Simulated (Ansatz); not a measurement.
# triplet [CSO3F3]−: levels of theory compared

Wanted: a comparison of 4 runs (UHF/STO-3G, U-wB97X/def2-SVP, UBHLYP/def2-SVP, UCAM-B3LYP/def2-SVP) of triplet [CSO3F3]−. 

Program for the calculation: Ansatz 0.2.0.

2 further runs of the same task are left out: 2 set aside as unsound or not needed.

**1. Starting point**

[CSO3F3]− has 8 atoms, charge -1, and is taken as a triplet. As SMILES of the parent species, `[O-]S(=O)(=O)C(F)(F)F`. Geometry: relaxed at PBE0-D4/def2-TZVPD. That shape belongs to the parent species and isn't relaxed for this state.

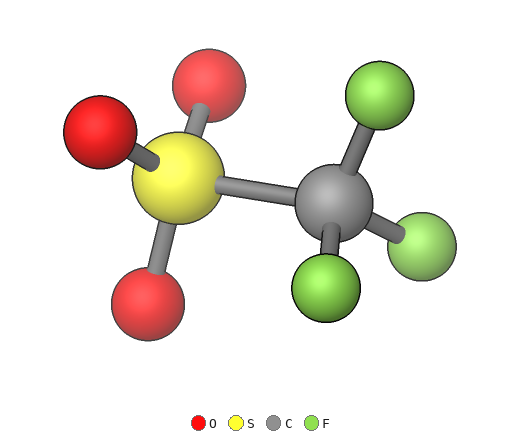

The structure, seen from a chosen angle (oxygen red, sulfur yellow, carbon grey, fluorine green).

**2. A single-point energy at UHF/STO-3G (run 1)**

job.yaml

```yaml
basis:
  gaussian:
    orbitals: STO-3G
crystal:
  periodic: [false, false, false]
  atoms:
    - {symbol: O, position_ang: [-0.452120, -1.793850, 0.534600]}
    - {symbol: S, position_ang: [0.514500, -0.855220, 0.007850]}
    - {symbol: O, position_ang: [1.622110, -0.542800, 0.884460]}
    - {symbol: O, position_ang: [0.853150, -1.026290, -1.388190]}
    - {symbol: C, position_ang: [-0.440870, 0.732840, -0.006730]}
    - {symbol: F, position_ang: [-0.854330, 1.079580, 1.221330]}
    - {symbol: F, position_ang: [0.292430, 1.753940, -0.474640]}
    - {symbol: F, position_ang: [-1.534870, 0.651830, -0.778680]}
total_charge: -1
magnetization:
  spin_polarized: true
  initial_magnetization: 2
hamiltonian:
  xc: hf
accuracy: high
output:
  orbitals: {seedname: orbitals}
```

Run with:

```console
$ ansatz run job.yaml --threads 1 --pin off --max-ram 3480MiB --events-out events.jsonl --progress --plain --runs-dir runs
```

The program printed:

```text
Warning: RAYON_NUM_THREADS=1 ignored (pool sized by the plan → 1); use --threads N
Functional definition: HF
  name "HF"
  exchange = exact_x
  correlation = 0
1015 factors; integrals over basis functions are off by at most 4.9e-8 eV
mean field evaluation 1: about -25703.0304 eV, gradient 4.8e1 eV
mean field evaluation 2: about -25703.4265 eV, gradient 4.8e1 eV
mean field evaluation 4: about -25723.6831 eV, gradient 7.8e0 eV
mean field evaluation 8: about -25725.9377 eV, gradient 3.0e0 eV
mean field evaluation 16: about -25726.7494 eV, gradient 1.5e-4 eV
mean field evaluation 32: about -25726.6059 eV, gradient 1.4e0 eV
mean field evaluation 64: about -25724.5780 eV, gradient 4.3e0 eV
mean field evaluation 96: about -25724.9229 eV, gradient 3.6e0 eV
mean field evaluation 128: about -25725.2546 eV, gradient 5.2e0 eV
mean field evaluation 160: about -25725.9109 eV, gradient 1.1e0 eV
mean field evaluation 192: about -25725.3613 eV, gradient 4.0e0 eV
mean field evaluation 224: about -25722.0646 eV, gradient 3.9e0 eV
mean field evaluation 256: about -25721.3546 eV, gradient 3.1e0 eV
mean field evaluation 288: about -25721.7818 eV, gradient 8.8e0 eV
mean field evaluation 320: about -25726.7349 eV, gradient 6.2e-1 eV
mean field evaluation 352: about -25726.2403 eV, gradient 4.4e0 eV
mean field evaluation 384: about -25726.1141 eV, gradient 2.2e-1 eV
mean field evaluation 416: about -25725.8080 eV, gradient 8.1e-1 eV
mean field evaluation 448: about -25723.0567 eV, gradient 1.5e0 eV
mean field -25726.74944219 eV, -945.4406037834 hartree, gradient 7.9e-8 eV, S^2 2.008223; 5 other end points of the search recorded, 0 dependent functions left out
reference -25726.74944219 eV, -945.4406037834 hartree; 38, 36 occupied and 6, 8 virtual orbitals, 1015 factors
Total energy: -25726.74944219 eV, -945.4406037834 hartree
```

It took 15 s on 1 thread of Arm Neoverse V2, shared host; peak memory 0.17 GiB.

**3. A single-point energy at U-wB97X/def2-SVP (run 2)**

input.yaml

```yaml
crystal:
  periodic: [false, false, false]
  atoms:
    - symbol: O
      position_ang: [-0.452120, -1.793850, 0.534600]
    - symbol: S
      position_ang: [0.514500, -0.855220, 0.007850]
    - symbol: O
      position_ang: [1.622110, -0.542800, 0.884460]
    - symbol: O
      position_ang: [0.853150, -1.026290, -1.388190]
    - symbol: C
      position_ang: [-0.440870, 0.732840, -0.006730]
    - symbol: F
      position_ang: [-0.854330, 1.079580, 1.221330]
    - symbol: F
      position_ang: [0.292430, 1.753940, -0.474640]
    - symbol: F
      position_ang: [-1.534870, 0.651830, -0.778680]
basis:
  gaussian:
    orbitals: def2-SVP
magnetization:
  spin_polarized: true
  initial_magnetization: 2
accuracy: high
total_charge: -1
output:
  orbitals: {seedname: orbitals}
hamiltonian:
  xc: {name: wB97X}
```

Run with:

```console
$ ansatz run input.yaml --threads 1 --pin off --max-ram 3480MiB --events-out events.jsonl --progress --plain --runs-dir runs
```

The program printed:

```text
Warning: RAYON_NUM_THREADS=1 ignored (pool sized by the plan → 1); use --threads N
Functional definition: wB97X
  name "wB97X"
  parameter omega = 0.3/bohr
  parameter cx = 0.157706
  parameter cx1 = 0.726479
  parameter cx2 = 1.04760
  parameter cx3 = -5.70635
  parameter cx4 = 13.2794
  parameter css1 = -4.33879
  parameter css2 = 18.2308
  parameter css3 = -31.7430
  parameter css4 = 17.2901
  parameter cos1 = 2.37031
  parameter cos2 = -11.3995
  parameter cos3 = 6.58405
  parameter cos4 = -3.78132
  exchange = spin_sum(e_x_unif_sr(omega)*poly(b97_u_x, 1 - cx, cx1, cx2, cx3, cx4)) + cx*exact_x_sr(omega)
      + exact_x_lr(omega)
  correlation = spin_sum(e_c_pw_same_spin*poly(b97_u_same, 1, css1, css2, css3, css4))
      + integral(e_c_pw_opposite_spin*poly(b97_u_opposite, 1, cos1, cos2, cos3, cos4))
2515 factors; integrals over basis functions are off by at most 3.9e-9 eV
343 factors; integrals over basis functions are off by at most 1.4e-9 eV
mean field evaluation 1: about -26117.9513 eV, gradient 6.4e1 eV
mean field evaluation 2: about -26071.1116 eV, gradient 1.3e2 eV
mean field evaluation 4: about -26134.6507 eV, gradient 5.5e0 eV
mean field evaluation 8: about -26135.3311 eV, gradient 1.8e0 eV
mean field evaluation 16: about -26136.0387 eV, gradient 9.6e-2 eV
mean field evaluation 32: about -26136.3120 eV, gradient 7.5e-1 eV
mean field -26136.56778800 eV, -960.5011502069 hartree, gradient 3.8e-8 eV, S^2 2.016927; 6 other end points of the search recorded, 0 dependent functions left out
reference -26136.56778674 eV, -960.5011501608 hartree; 38, 36 occupied and 78, 80 virtual orbitals, 2515 factors
Total energy: -26136.56778674 eV, -960.5011501608 hartree
```

It took 2.2 min on 1 thread of Arm Neoverse V2, shared host; peak memory 1.3 GiB.

Run 3 isn't shown in full; the table further down has it.

**4. A single-point energy at UCAM-B3LYP/def2-SVP (run 4)**

in.yaml

```yaml
crystal:
  periodic: [false, false, false]
  atoms:
    - {symbol: O, position_ang: [-0.452120, -1.793850, 0.534600]}
    - {symbol: S, position_ang: [0.514500, -0.855220, 0.007850]}
    - {symbol: O, position_ang: [1.622110, -0.542800, 0.884460]}
    - {symbol: O, position_ang: [0.853150, -1.026290, -1.388190]}
    - {symbol: C, position_ang: [-0.440870, 0.732840, -0.006730]}
    - {symbol: F, position_ang: [-0.854330, 1.079580, 1.221330]}
    - {symbol: F, position_ang: [0.292430, 1.753940, -0.474640]}
    - {symbol: F, position_ang: [-1.534870, 0.651830, -0.778680]}
basis:
  gaussian:
    orbitals: def2-SVP
total_charge: -1
magnetization:
  spin_polarized: true
  initial_magnetization: 2
hamiltonian:
  xc: {name: CAM-B3LYP}
accuracy: high
output:
  orbitals: {seedname: orbitals}
```

Run with:

```console
$ ansatz run in.yaml --threads 1 --pin off --max-ram 3480MiB --events-out events.jsonl --progress --plain --runs-dir runs
```

The program printed:

```text
Warning: RAYON_NUM_THREADS=1 ignored (pool sized by the plan → 1); use --threads N
Functional definition: CAM-B3LYP
  name "CAM-B3LYP"
  parameter alpha = 0.19
  parameter beta = 0.46
  parameter omega = 0.33/bohr
  parameter ac = 0.81
  exchange = (1 - alpha - beta)*b88_x + beta*b88_x_sr(omega) + alpha*exact_x + beta*exact_x_lr(omega)
  correlation = (1 - ac)*vwn5_c + ac*lyp_c
2515 factors; integrals over basis functions are off by at most 3.9e-9 eV
382 factors; integrals over basis functions are off by at most 1.8e-9 eV
mean field evaluation 1: about -26117.5706 eV, gradient 6.4e1 eV
mean field evaluation 2: about -26040.8262 eV, gradient 1.6e2 eV
mean field evaluation 4: about -26134.4179 eV, gradient 9.1e0 eV
mean field evaluation 8: about -26135.1716 eV, gradient 1.8e0 eV
mean field evaluation 16: about -26135.7627 eV, gradient 5.3e-2 eV
mean field evaluation 32: about -26136.3430 eV, gradient 3.8e-2 eV
mean field -26136.34310293 eV, -960.4928931830 hartree, gradient 2.3e-8 eV, S^2 2.016300; 6 other end points of the search recorded, 0 dependent functions left out
reference -26136.34311595 eV, -960.4928936616 hartree; 38, 36 occupied and 78, 80 virtual orbitals, 2515 factors
Total energy: -26136.34311595 eV, -960.4928936616 hartree
```

Wall time 45 s (1 thread of Arm Neoverse V2, shared host); peak memory 0.83 GiB.

**5. Overview of the runs**

```
run                level  energy (Eh)  HOMO energy (eV)   ⟨S²⟩  wall time
  1           UHF/STO-3G  -945.440604              6.10  2.008       15 s
  2     U-wB97X/def2-SVP  -960.501150              3.74  2.017    2.2 min
  3      UBHLYP/def2-SVP  -960.372041              4.76  2.031       44 s
  4  UCAM-B3LYP/def2-SVP  -960.492894              4.69  2.016       45 s
```

**6. What came out**

| quantity | value |
| --- | --- |
| run 4: total energy | -960.49289 Eh |
| run 4: HOMO energy (highest over α and β) | 4.69 eV |
| run 4: ⟨S²⟩ | 2.016 |

**Reading.** Totals of different functionals can't be ranked against each other. In runs 1, 2, 3, 4 the HOMO lies above zero, so the outermost electron may be held by the basis alone. In run 1 the basis is minimal, so the values are rough. All runs together took 3.9 min, the longest 2.2 min.
